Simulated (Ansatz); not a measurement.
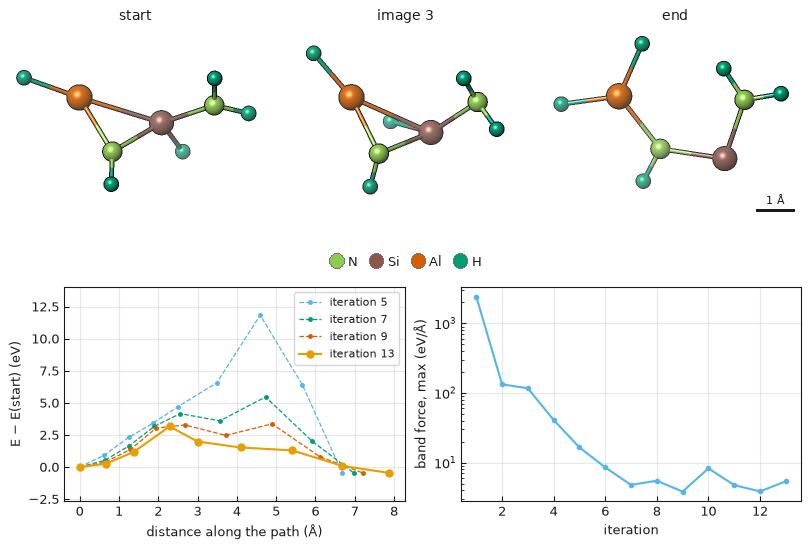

A search for the minimum-energy path of AlSiN$_{2}$H$_{5}$ by the nudged elastic band. Images are numbered from 0 (start) to 8 (end). The plot follows the band through its iterations. A ball-and-stick model, seen from a free direction.

Method: Ansatz, RKS PBE0/6-31G*. Settings: 7 movable images; climbing image from the first iteration; force threshold 0.03 eV/Å; iteration limit 13; optimiser L-BFGS; starting path through a guess of the saddle point.

**How did the profile develop, and is the result final?**

The result isn't final. The band hadn't converged when the run stopped after 13 iterations. The largest component of the band force went from 2400 to 5.4 eV/Å. The barrier read from it is provisional: over the last two iterations the highest image moved from 3.11 eV to 3.16 eV. The first iteration put the highest image at 311.13 eV. The highest point, image 3, lies 3.16 eV above the start and 3.62 eV above the end; the end is at −0.46 eV relative to the start.

Cost: 11 min on 1 thread of Intel(R) Xeon(R) Platinum 8259CL CPU @ 2.50GHz (Skylake/Cascade Lake) (shared host), peak memory 0.18 GiB.
